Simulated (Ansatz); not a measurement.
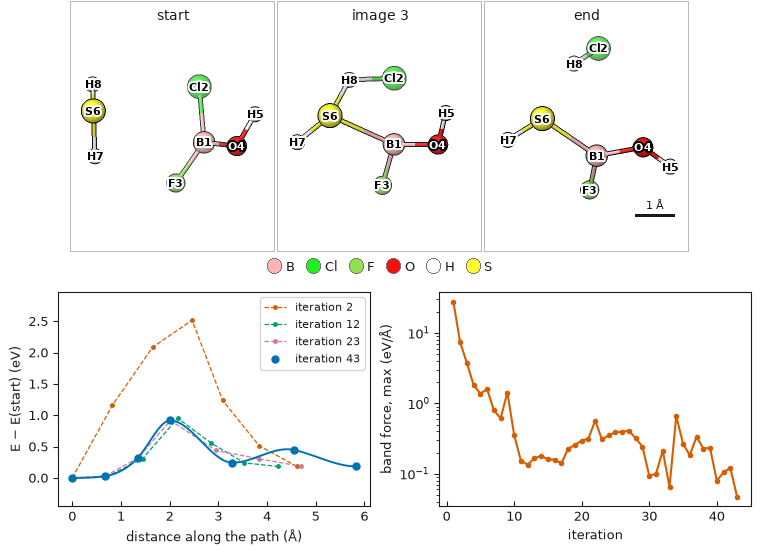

A nudged-elastic-band calculation for BH$_{3}$SOClF, made up at the start of BHOClF and H2S. Images are numbered from 0 (start) to 6 (end). The plot follows the band through its iterations. A ball-and-stick model, seen at a tilt.

The calculation used RKS PBE/def2-SVP (Ansatz 0.2.0). Settings: 5 movable images; climbing image; force threshold 0.05 eV/Å; iteration limit 60; starting path through a guess of the saddle point.

How did the profile develop, and is the result final?

Answer. The run is converged, with reservations. The band converged in 43 iterations. The largest component of the band force went from 28 to 0.047 eV/Å. The climbing image converged on the top of the path. Its vibrational analysis gives one imaginary mode (607i cm⁻¹), as a transition state must have. The first iteration put the highest image at 6.29 eV. Forward barrier 0.92 eV, backward barrier 0.73 eV, with image 3 at the top; the reaction energy is +0.18 eV. The profile has 2 maxima (images 3, 5) with a dip at image 4 (+0.24 eV), so the process runs in steps.

Limits of the set-up: the start holds two separate molecules, 2.6 Å apart at their closest, whose relative position is a soft coordinate and is computed without a dispersion correction.
